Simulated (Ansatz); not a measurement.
A series of calculations on CH7FSSi

**1. Relaxation**

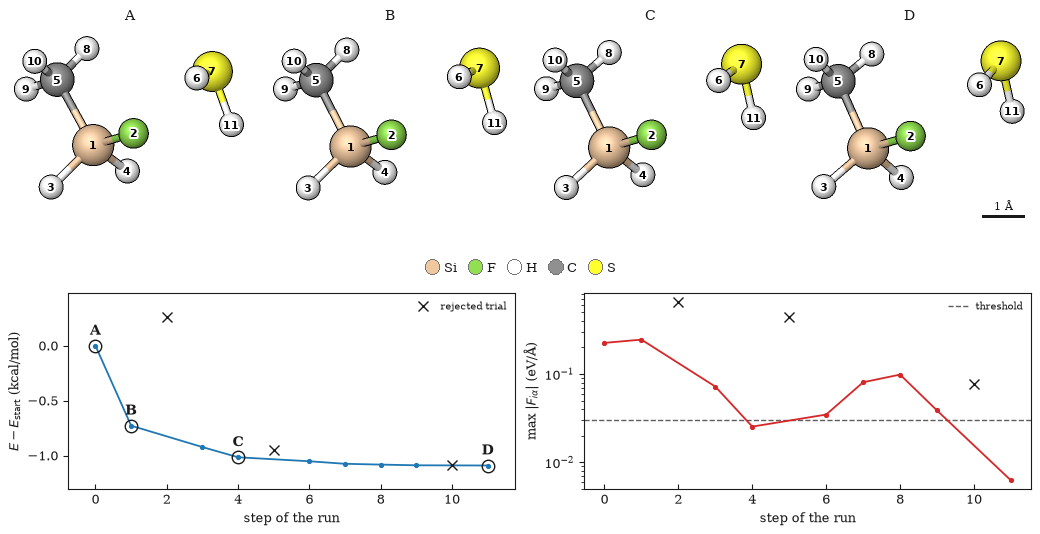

Frames of a relaxation of CH7FSSi, marked on the history of the run. The picture is a ball-and-stick view, seen at a tilt.

The run prepares an end point of a later path (reaction) calculation, from a guessed geometry.

Level of theory: RKS revPBE-D4/def2-SVP (Ansatz). Set-up: no spin polarisation; force threshold 0.03 eV/Å; at most 50 steps.

Q: Describe the path.

A: The largest move after the best rigid fit is that of H11, 0.45 Å. Largest moves by element: H 0.45 Å, S 0.38 Å, Si 0.16 Å, F 0.10 Å, C 0.06 Å. Some distances before and after: Si1–F2 1.671 → 1.661 Å, Si1–H4 1.500 → 1.504 Å. After 8 accepted moves (11 points after the start) the energy has fallen by 1.09 kcal/mol. The largest force component goes from 0.23 to 0.0062 eV/Å. The line search rejected the trial steps at points 2, 5, 10 of the run. The forces were under the threshold at step 4, but the run went on from there. From step 0 to 1: S7 moves most (0.19 Å), energy −0.73 kcal/mol. From step 1 to 4: H11 moves most (0.18 Å), energy −0.29 kcal/mol. From step 4 to 11: H11 moves most (0.22 Å), energy −0.07 kcal/mol.

```tsv
step	E − E(0), kcal/mol	largest force component, eV/Å	note
0	0.00	0.2255	
1	-0.73	0.2456	
2	0.27	0.6604	rejected
3	-0.92	0.0721	
4	-1.02	0.0254	
5	-0.95	0.4418	rejected
6	-1.05	0.0348	
7	-1.07	0.0808	
8	-1.08	0.0986	
9	-1.09	0.0387	
10	-1.08	0.0773	rejected
11	-1.09	0.0062
```

**2. Relaxation**

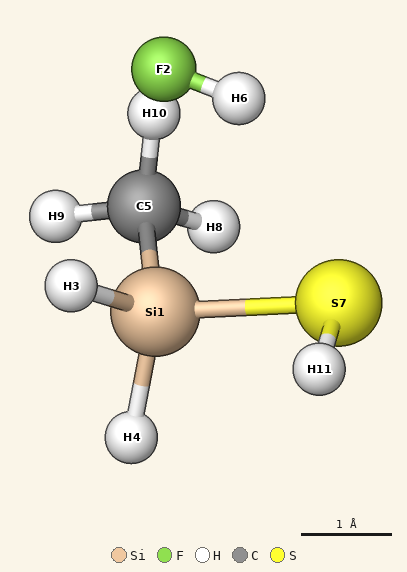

CH₇FSSi, before the relaxation. The picture is a ball-and-stick view, seen from a free direction.

The run prepares an end point of a later path (reaction) calculation, from a guessed geometry.

Computed with RKS revPBE-D4/def2-SVP in Ansatz 0.2.0.

The input:
```yaml
crystal:
  periodic: [false, false, false]
  atoms:
    - { symbol: Si, position_ang: [-0.780253, 0.261364, -0.244128] }
    - { symbol: F, position_ang: [2.111859, 0.097653, -0.981943] }
    - { symbol: H, position_ang: [-0.406084, 0.519371, -1.673796] }
    - { symbol: H, position_ang: [-2.279533, 0.377574, -0.149004] }
    - { symbol: C, position_ang: [-0.220592, -1.405928, 0.429071] }
    - { symbol: H, position_ang: [2.098915, 0.787964, -0.3759] }
    - { symbol: S, position_ang: [0.092105, 1.772748, 1.049106] }
    - { symbol: H, position_ang: [-0.459827, -1.488739, 1.508363] }
    - { symbol: H, position_ang: [-0.748958, -2.22238, -0.104511] }
    - { symbol: H, position_ang: [0.868482, -1.524438, 0.277928] }
    - { symbol: H, position_ang: [-0.276113, 2.82471, 0.264714] }
basis:
  gaussian: { orbitals: def2-SVP }
hamiltonian:
  xc: revpbe
  dispersion: d4
relax:
  f_tol: 0.03
  max_steps: 50
```

Launched with:
```bash
ansatz run input.yaml --threads 2 --pin off --max-ram 3072MiB --backend cpu --events-out ev --progress --plain --runs-dir out
```

### Predict the outcome.

The energy falls by 3.40 kcal/mol in 7 accepted moves (10 points after the start). The largest force component goes from 0.99 to 0.028 eV/Å. The line search rejected the trial steps at points 3, 5, 8 of the run. The largest move after the best rigid fit is that of F2, 0.31 Å. By element the largest moves are F 0.31 Å, H 0.29 Å, S 0.19 Å, Si 0.10 Å, C 0.05 Å. Near-neighbour distances that change, for instance: F2–H6 0.919 → 0.954 Å, Si1–S7 2.172 → 2.204 Å. Bond angles that change, for instance: H4–Si1–C5 110.0° → 112.5°. Cost: 16 s on 2 threads of Intel(R) Xeon(R) Platinum 8488C (Sapphire Rapids), with other jobs on the host, peak memory 0.17 GiB.

Final geometry:

```xyz
11

Si   -0.8745    0.2271   -0.2439
F     2.3144    0.2411   -0.7925
H    -0.5986    0.4554   -1.7007
H    -2.3476    0.4105    0.0020
C    -0.2393   -1.4258    0.3864
H     1.8872    0.8483   -0.1932
S     0.2289    1.7349    0.9253
H    -0.4288   -1.5375    1.4729
H    -0.7325   -2.2654   -0.1447
H     0.8506   -1.4659    0.1944
H    -0.0598    2.7772    0.0940
```

After the run, drawn alike:

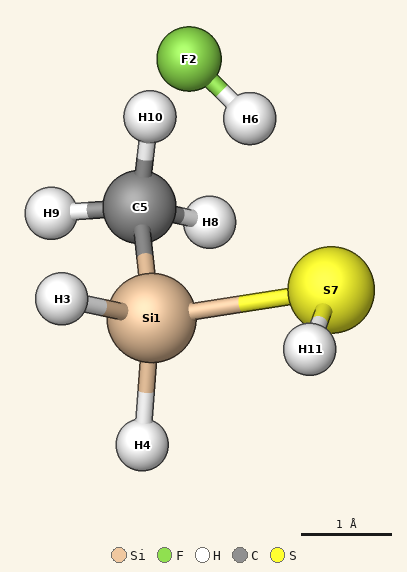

Limits of the set-up: the start holds two separate molecules, 2.4 Å apart at their closest, whose relative position is a soft coordinate.

**3. Path**

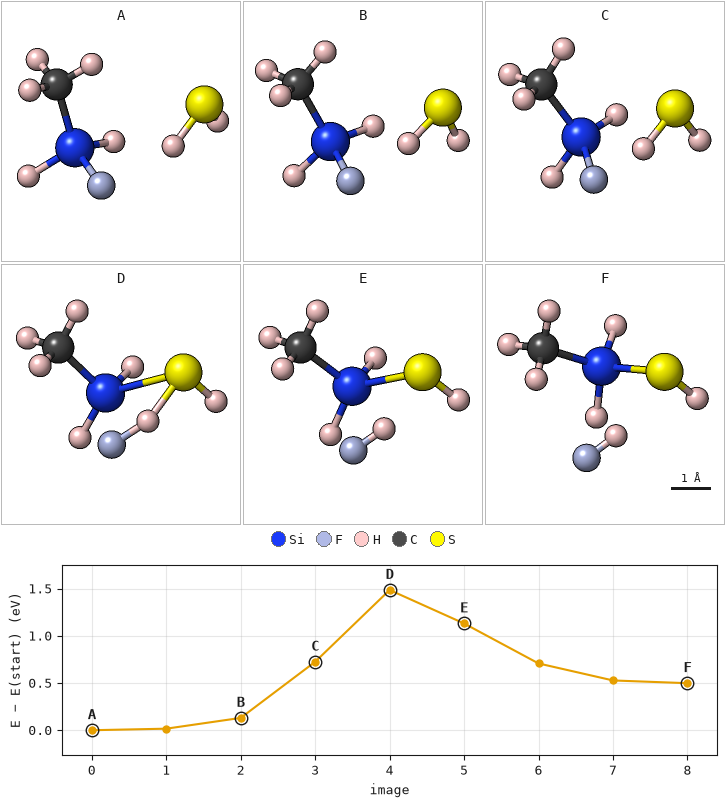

NEB run on CH7FSSi, made up at the start of CH$_{5}$FSi and H₂S. Images are numbered from 0 (start) to 8 (end). Frames A to F are images 0, 2, 3, 4, 5, 8. A ball-and-stick model, seen at a tilt.

Computed with RKS revPBE-D4/def2-SVP in Ansatz 0.2.0. Run with 7 movable images; climbing image; force threshold 0.05 eV/Å; iteration limit 60; starting path through a guess of the saddle point.

### What happens along the path, and what is the barrier?

Breaking: H–S (1.36 → 2.19 Å), F–Si (1.66 → 3.24 Å). Forming: F–H (2.23 → 0.95 Å), S–Si (3.89 → 2.20 Å). The highest point, image 4, lies 1.49 eV above the start and 0.99 eV above the end; the end is at +0.50 eV relative to the start. The band converged in 20 iterations. The largest component of the band force went from 3.5 to 0.04 eV/Å. The climbing image converged on the top of the path. Its vibrational analysis gives one imaginary mode (531i cm⁻¹), as a transition state must have.

Limits of the set-up: the start holds two separate molecules, 2.2 Å apart at their closest, whose relative position is a soft coordinate.
